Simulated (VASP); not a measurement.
Shape and ions are relaxed at each volume.

Energy against volume of TiAl (L1_0). All values below come from rev-vdW-DF2, VASP's PBE PAW potentials (set 64) (plane waves; VASP 6.6.1).

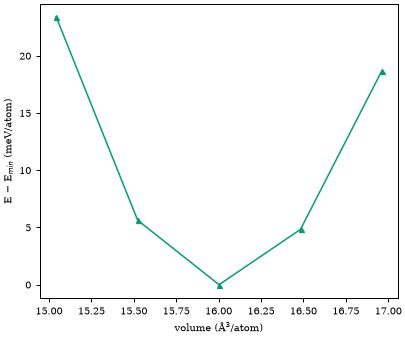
Energy against volume

Task: Estimate the equilibrium volume and the bulk modulus.

Result: The minimum lies near 16.0 Å³/atom, and the curvature gives B0 of about 120 GPa.

The compound is TiAl in the L1_0 structure. It was relaxed first.
